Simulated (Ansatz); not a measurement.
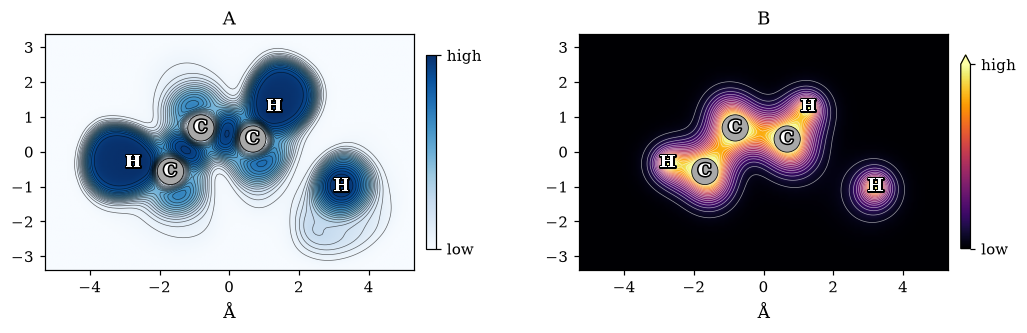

C3H8OSn (SMILES CC[CH2][Sn][OH]): 2 fields on the plane of atoms C2, C1 and H7, with unlabelled colour scales. Grey discs cover the atomic cores.

Geometry: PBE0-D4/def2-SVP; core potentials replace the inner electrons of Sn.

Method: isolated molecule in a Gaussian basis; Kohn-Sham density functional theory, functional PBE0 in Ansatz.

Question: Which field does each panel show? The fields are: electron density and electron localisation function.

Answer: Panel A: electron localisation function. Panel B: electron density. From the grid: C–C (1.52 Å): ρ is about 1.7 e/Å³ halfway; the ELF peaks at about 0.95 between the atoms; a covalent bond.
